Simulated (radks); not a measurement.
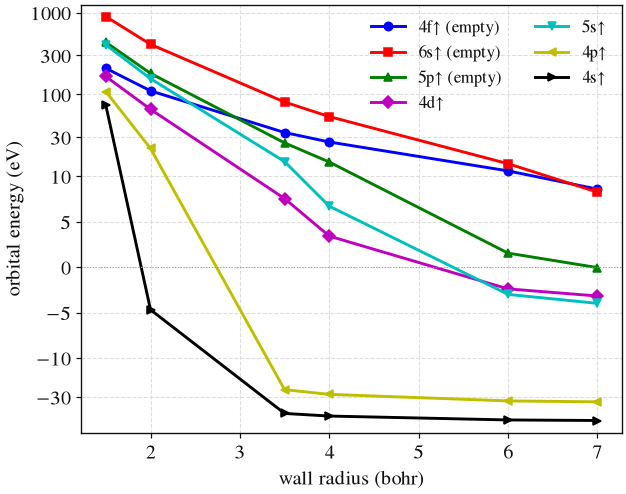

System: a free Nb atom, configuration [Kr] 4d4 5s1 (high spin). It is put inside a hard spherical wall of varying radius. Method: scalar-relativistic Kohn-Sham, LDA (Slater exchange, Perdew-Wang correlation), spin-polarised, spherical densities, finite nucleus; computed with the in-house radial solver radks. The plot shows the outer orbital energies (spin up), on a scale that is linear within ±10 eV and logarithmic beyond.

How do the levels move, and do any cross?

The levels rise as the wall closes in: 4d↑ goes from −3.18 eV at 7 bohr to 165.7 eV at 1.5 bohr and passes zero between 6 and 4 bohr. On compression 4f↑ drops below 6s↑ between 7 and 6 bohr, 4f↑ drops below 5p↑ between 3.5 and 2 bohr, 4f↑ drops below 5s↑ between 3.5 and 2 bohr and 4d↑ drops below 5s↑ between 6 and 4 bohr; in each crossing pair the level of higher l rises less. The fastest to rise is 6s↑ (by 887.5 eV), the slowest 4s↑ (by 131.8 eV): the wall presses hardest on the most extended orbitals.
